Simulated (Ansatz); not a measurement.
## Electronic structure of ClH5N3Ta in real space

The calculation's input:

```
crystal:
  periodic: [false, false, false]
  atoms:
    - {symbol: N, position_ang: [-1.305841, 0.311954, -1.263154]}
    - {symbol: Ta, position_ang: [0.192595, 0.284877, -0.337903]}
    - {symbol: N, position_ang: [0.731070, -1.616514, -0.254474]}
    - {symbol: N, position_ang: [-0.271575, 1.003070, 1.445624]}
    - {symbol: Cl, position_ang: [1.911230, 1.557434, -1.285161]}
    - {symbol: H, position_ang: [-2.090701, 0.414661, -1.884221]}
    - {symbol: H, position_ang: [0.234460, -2.385367, -0.676398]}
    - {symbol: H, position_ang: [1.504467, -1.964055, 0.295871]}
    - {symbol: H, position_ang: [-1.184491, 1.321973, 1.729634]}
    - {symbol: H, position_ang: [0.361987, 1.020868, 2.233083]}
basis:
  gaussian: {orbitals: def2-TZVPP}
hamiltonian: {xc: pbe0, dispersion: d4}
output: {orbitals: {seedname: orbitals}}
```

Launched as:

```sh
ansatz run in.yaml --threads 4 --pin off --events-out ev --progress --plain --max-ram 10444MiB
```

Geometry: PBE0-D4/def2-TZVP; core potentials replace the inner electrons of Ta.

Theory: RKS PBE0-D4/def2-TZVPP (Ansatz 0.2.0).

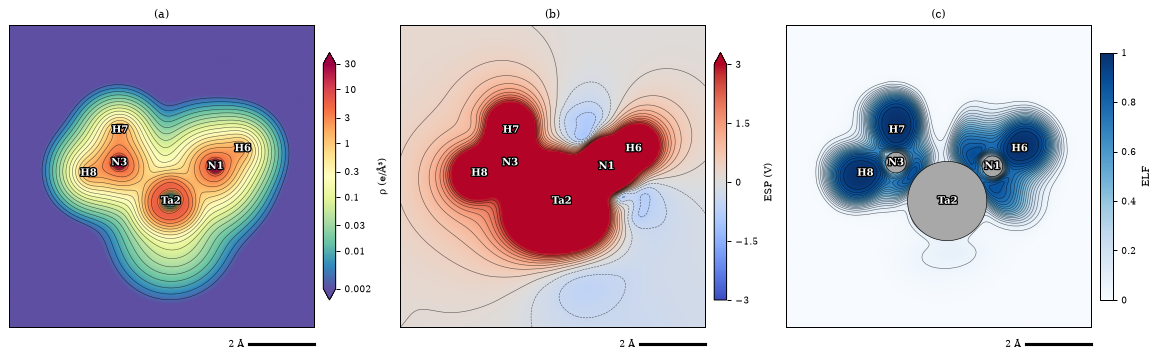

Figure 1. (a) electron density; (b) molecular electrostatic potential; (c) ELF on the plane of atoms N1, Ta2 and N3. Grey discs cover the atomic cores in the ELF map.

### Describe what can be read from this map.

- The section cuts through N, Ta and H sites.
- Ta–N (1.76 Å): ρ is about 1.5 e/Å³ halfway; the ELF peaks at about 0.75 in the valence shell of N, 0.6 Å from its nucleus, and drops to about 0.35 between the two atoms.
- N–H (1.01 Å): ρ is about 2.9 e/Å³ halfway; the ELF climbs to about 1 towards the hydrogen, as it does in any bond to H; a covalent bond by its length.
- Ta–N (1.98 Å): ρ at the midpoint is about 0.97 e/Å³; the ELF peaks at about 0.90 in the valence shell of N, 0.6 Å from its nucleus, and is about 0.30 at the midpoint.
- Outside the dense part of the molecule the potential is most negative (−1.0 V) near N1.

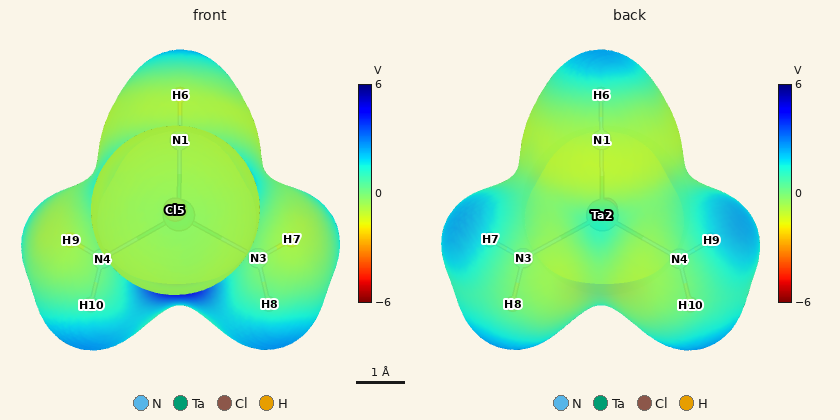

Figure 2. The electrostatic potential painted on the density surface at 0.004 e/bohr³, seen from the front and from behind; red is negative and blue positive.

### Describe the electrostatic potential map.

The most negative region (about −1.1 V) lies over N1, the most positive (about +4.9 V) over Ta2. N1 is the likeliest acceptor of a hydrogen bond.

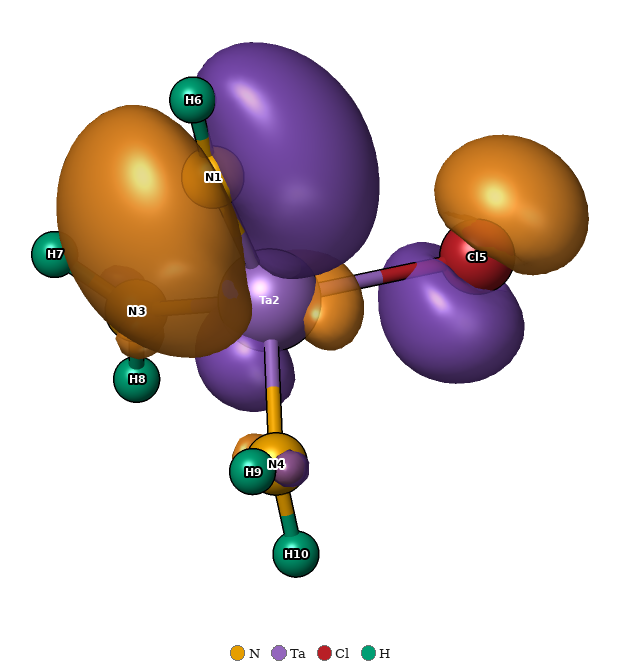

Figure 3. The HOMO−1 at ±0.1 Å⁻³ᐟ² (orange and purple are the two phases), seen at an oblique angle.

### What is the character of this orbital?

By Hirshfeld shares it lies mainly on N1 (about 55 %), Ta2 (about 20 %) and Cl5 (about 15 %). Its energy is −7.72 eV.
